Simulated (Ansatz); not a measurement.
**doublet AlH4 at 6 levels**

Aim: a comparison of 6 runs (UHF/6-31G, U-r2SCAN/6-31G, U-wB97M-V/6-31G, UBLYP/3-21G, UPBE/3-21G, UCCSD/6-31G) of doublet AlH4. 

The results are computed with Ansatz 0.2.0.

6 further runs of the same task are left out: 6 that didn't finish.

### 1 The molecule

The species is AlH4 (5 atoms), meant as a doublet with charge 0. As SMILES of the parent species, `[H][Al-]([H])([H])[H]`. The shape comes from GFN2-xTB, which is rough for such elements, and wasn't checked as a minimum. That shape belongs to the parent species and isn't relaxed for this state.

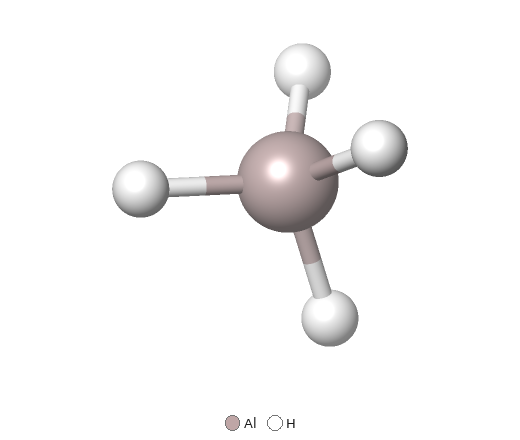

Viewed from a chosen angle; aluminium light grey, hydrogen white.

### 2 A single-point energy at UHF/6-31G (run 1)

in.yaml

```yaml
crystal:
  periodic: [false, false, false]
  atoms:
    - {symbol: Al, position_ang: [-0.001450, -0.001080, -0.000010]}
    - {symbol: H, position_ang: [0.012860, -0.019320, 1.627070]}
    - {symbol: H, position_ang: [1.530040, 0.013000, -0.552880]}
    - {symbol: H, position_ang: [-0.773910, 1.334120, -0.520140]}
    - {symbol: H, position_ang: [-0.767540, -1.326720, -0.554050]}
basis:
  gaussian:
    orbitals: 6-31G
magnetization:
  spin_polarized: true
  initial_magnetization: 1
hamiltonian:
  xc: hf
accuracy: high
```

Run with:

```
$ ansatz run in.yaml --threads 1 --pin off --max-ram 2610MiB --events-out events.jsonl --progress --plain --runs-dir runs
```

Standard output:

```text
Warning: RAYON_NUM_THREADS=1 ignored (pool sized by the plan → 1); use --threads N
Functional definition: HF
  name "HF"
  exchange = exact_x
  correlation = 0
483 factors; integrals over basis functions are off by at most 2.6e-9 eV
mean field evaluation 1: about -6639.5636 eV, gradient 7.7e0 eV
mean field evaluation 2: about -6639.5715 eV, gradient 7.7e0 eV
mean field evaluation 4: about -6640.4557 eV, gradient 1.1e0 eV
mean field evaluation 8: about -6640.5057 eV, gradient 2.6e-1 eV
mean field evaluation 16: about -6640.5307 eV, gradient 1.8e-2 eV
mean field evaluation 32: about -6640.5307 eV, gradient 3.2e-8 eV
mean field evaluation 64: about -6640.4569 eV, gradient 2.3e-1 eV
mean field evaluation 96: about -6640.1095 eV, gradient 2.7e0 eV
mean field evaluation 128: about -6640.5202 eV, gradient 1.0e-1 eV
mean field evaluation 160: about -6640.5169 eV, gradient 4.1e-3 eV
mean field evaluation 192: about -6640.3019 eV, gradient 2.8e0 eV
mean field -6640.53071020 eV, -244.0350024866 hartree, gradient 3.2e-8 eV, S^2 0.761991; 3 other end points of the search recorded, 0 dependent functions left out
reference -6640.53071020 eV, -244.0350024866 hartree; 9, 8 occupied and 12, 13 virtual orbitals, 483 factors
Total energy: -6640.53071020 eV, -244.0350024866 hartree
```

Wall time 0.38 s (1 thread of Arm Neoverse V1, shared host).

### 3 A single-point energy at U-r2SCAN/6-31G (run 2)

Edit in.yaml of step 2 so:

```diff
@@ -11,2 +11,6 @@
     orbitals: 6-31G
+accuracy: high
+total_charge: 0
+hamiltonian:
+  xc: r2scan
 magnetization:
@@ -14,4 +18 @@
   initial_magnetization: 1
-hamiltonian:
-  xc: hf
-accuracy: high
```

Run with:

```
$ ansatz run in.yaml --threads 1 --pin off --max-ram 2610MiB --events-out events.jsonl --progress --plain --runs-dir runs
```

Standard output:

```text
Warning: RAYON_NUM_THREADS=1 ignored (pool sized by the plan → 1); use --threads N
Functional definition: r2SCAN
  name "r2SCAN"
  parameter k0 = 0.174
  parameter k1 = 0.065
  parameter a1 = 4.9479
  exchange = r2scan_x(k0 = k0, k1 = k1, a1 = a1)
  correlation = r2scan_c
483 factors; integrals over basis functions are off by at most 2.6e-9 eV
mean field evaluation 1: about -6655.3514 eV, gradient 7.9e0 eV
mean field evaluation 2: about -6654.0182 eV, gradient 1.3e1 eV
mean field evaluation 4: about -6655.3868 eV, gradient 7.0e0 eV
mean field evaluation 8: about -6655.8462 eV, gradient 4.1e0 eV
mean field evaluation 16: about -6656.1847 eV, gradient 1.2e-8 eV
mean field evaluation 32: about -6656.1850 eV, gradient 5.3e-6 eV
mean field -6656.18496683 eV, -244.6102858068 hartree, gradient 6.3e-8 eV, S^2 0.760697; 8 other end points of the search recorded, 0 dependent functions left out
reference -6656.18496995 eV, -244.6102859215 hartree; 9, 8 occupied and 12, 13 virtual orbitals, 483 factors
Total energy: -6656.18496995 eV, -244.6102859215 hartree
```

Wall time 11 s (1 thread of Arm Neoverse V1, shared host); peak memory 0.2 GiB.

### 4 A single-point energy at U-wB97M-V/6-31G (run 3)

input.yaml

```yaml
crystal:
  periodic: [false, false, false]
  atoms:
    - {symbol: Al, position_ang: [-0.001450, -0.001080, -0.000010]}
    - {symbol: H, position_ang: [0.012860, -0.019320, 1.627070]}
    - {symbol: H, position_ang: [1.530040, 0.013000, -0.552880]}
    - {symbol: H, position_ang: [-0.773910, 1.334120, -0.520140]}
    - {symbol: H, position_ang: [-0.767540, -1.326720, -0.554050]}
basis:
  gaussian:
    orbitals: 6-31G
magnetization:
  spin_polarized: true
  initial_magnetization: 1
hamiltonian:
  xc: {name: wB97M-V}
accuracy: high
```

Run with:

```
$ ansatz run input.yaml --threads 1 --pin off --max-ram 2610MiB --events-out events.jsonl --progress --plain --runs-dir runs
```

Standard output, shortened:

```text
Warning: RAYON_NUM_THREADS=1 ignored (pool sized by the plan → 1); use --threads N
Functional definition: wB97M-V
  name "wB97M-V"
[...]
  gx(w, u) = 1 - cx + cx01*u + cx10*w
  gss(w, u) = css00 + css04*u^4 + css10*w + css20*w^2 + css43*w^4*u^3
  gos(w, u) = cos00 + cos10*w + (cos20 + cos21*u)*w^2 + (cos60 + cos61*u)*w^6
[...]
      + integral(e_c_pw_mod_opposite_spin*gos(b97_w_opposite, b97_u_opposite)) + vv10(b, c)
483 factors; integrals over basis functions are off by at most 2.6e-9 eV
217 factors; integrals over basis functions are off by at most 2.5e-9 eV
[...]
mean field -6655.65413084 eV, -244.5907779439 hartree, gradient 2.0e-8 eV, S^2 0.760624; 4 other end points of the search recorded, 0 dependent functions left out
reference -6655.65413615 eV, -244.5907781391 hartree; 9, 8 occupied and 12, 13 virtual orbitals, 483 factors
Total energy: -6655.65413615 eV, -244.5907781391 hartree
```

Wall time 38 s (1 thread of Arm Neoverse V1, shared host); peak memory 0.47 GiB.

Runs 4 to 5 aren't shown in full; the table further down has their settings and results.

### 5 The energy at UCCSD/6-31G (run 6)

job.yaml

```yaml
crystal:
  periodic: [false, false, false]
  atoms:
    - {symbol: Al, position_ang: [-0.001450, -0.001080, -0.000010]}
    - {symbol: H, position_ang: [0.012860, -0.019320, 1.627070]}
    - {symbol: H, position_ang: [1.530040, 0.013000, -0.552880]}
    - {symbol: H, position_ang: [-0.773910, 1.334120, -0.520140]}
    - {symbol: H, position_ang: [-0.767540, -1.326720, -0.554050]}
basis:
  gaussian: {orbitals: 6-31G}
total_charge: 0
magnetization: {spin_polarized: true, initial_magnetization: 1}
correlation: {method: ccsd, frozen_orbitals: {Al: 5, H: 0}}
accuracy: high
scf: {omitted_lower_state_checks: [cluster_reference, increment]}
```

Run with:

```
$ ansatz run job.yaml --threads 1 --pin off --max-ram 2610MiB --events-out events.jsonl --progress --plain --runs-dir runs
```

Standard output:

```text
Warning: RAYON_NUM_THREADS=1 ignored (pool sized by the plan → 1); use --threads N
[... 14 lines left out ...]
5 core orbitals not correlated: weight in the atoms' cores, before any rotation towards them, 1.000 or more for the frozen orbitals, at most 0.000 for the correlated occupied ones
[... 33 lines left out ...]
Total energy: -6642.40610746 eV, -244.1039220646 hartree
Checks for a lower state left out: cluster_reference, increment
```

Run time: 0.5 s. Hardware: 1 thread of Arm Neoverse V1, shared host.

### 6 The series

```
run            level  frozen core orbitals  energy (Eh)   ⟨S²⟩  wall time
  1        UHF/6-31G                     –  -244.035002  0.762     0.38 s
  2   U-r2SCAN/6-31G                     –  -244.610286  0.761       11 s
  3  U-wB97M-V/6-31G                     –  -244.590778  0.761       38 s
  4      UBLYP/3-21G                     –  -243.309602  0.755      4.2 s
  5       UPBE/3-21G                     –  -243.167969  0.754      4.2 s
  6      UCCSD/6-31G                     5  -244.103922  0.762      0.5 s
```

### 7 Outcome

| quantity | value |
| --- | --- |
| run 6: total energy | -244.10392 Eh |
| run 6: correlation energy (5 core orbitals frozen) | -68.9 mEh |
| run 6: ⟨S²⟩ of the reference determinant | 0.762 |
| run 6: T1 diagnostic | 0.027 |

Totals of different functionals can't be ranked against each other. All runs together took 58 s, the longest 38 s.
